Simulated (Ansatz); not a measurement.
Consider ClH$_{5}$W.

The calculation's input:

```
crystal:
  periodic: [false, false, false]
  atoms:
    - { symbol: W, position_ang: [0.0, 0.0, 0.0] }
    - { symbol: Cl, position_ang: [1.1194, 0.0, 2.3356] }
    - { symbol: H, position_ang: [1.8219, 0.0, 0.6057] }
    - { symbol: H, position_ang: [0.0, 1.72, 0.0] }
    - { symbol: H, position_ang: [-1.72, 0.0, 0.0] }
    - { symbol: H, position_ang: [0.0, -1.72, 0.0] }
    - { symbol: H, position_ang: [0.0, 0.0, -1.72] }
basis:
  gaussian: { orbitals: def2-SVP }
hamiltonian:
  xc: revpbe
relax:
  f_tol: 0.15
  max_steps: 25
  restrain:
    - { distance: [1, 2], at: 2.57, k: 30.0 }
    - { distance: [0, 1], at: 2.39, k: 30.0 }
    - { distance: [0, 2], at: 1.72, k: 30.0 }
output:
  orbitals: {}
```

Launched as:

```sh
ansatz run input.yaml --threads 2 --pin off --max-ram 3072MiB --backend cpu --events-out ev --progress --plain --runs-dir out
```

The fields are those of the run's last geometry, not of the input's.

Core potentials replace the inner electrons of W; not at a stationary point (largest force 1.4 eV/Å).

These are results of RKS revPBE/def2-SVP (Ansatz), not measurements.

What will maps of the electron density and electron localisation function show?

W–Cl (2.35 Å): the density is about 0.59 e/Å³ at the midpoint; the ELF peaks at about 0.85 in the valence shell of Cl, 0.8 Å from its nucleus, and is about 0.40 at the midpoint.
W–H (1.71 Å): ρ is about 1.4 e/Å³ halfway; the ELF climbs to about 1 towards the hydrogen.

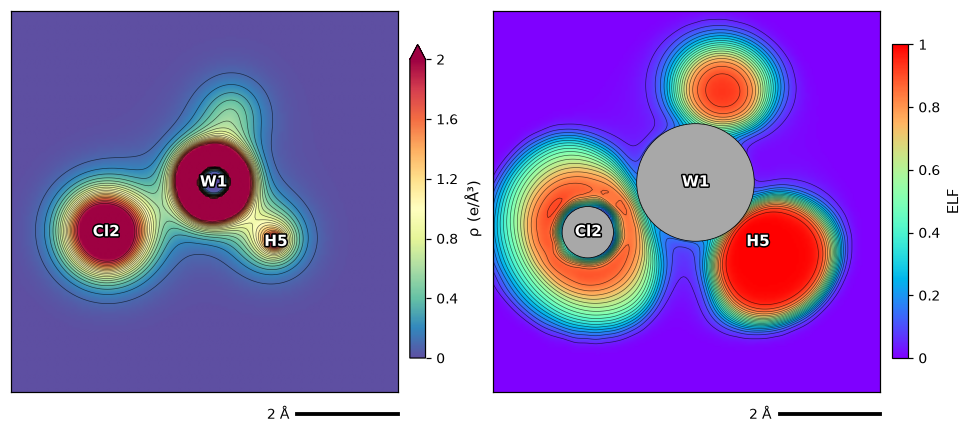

Computed electron density and electron localisation function on the plane of atoms Cl2, W1 and H5, in this order. Grey discs cover the atomic cores in the ELF map. 
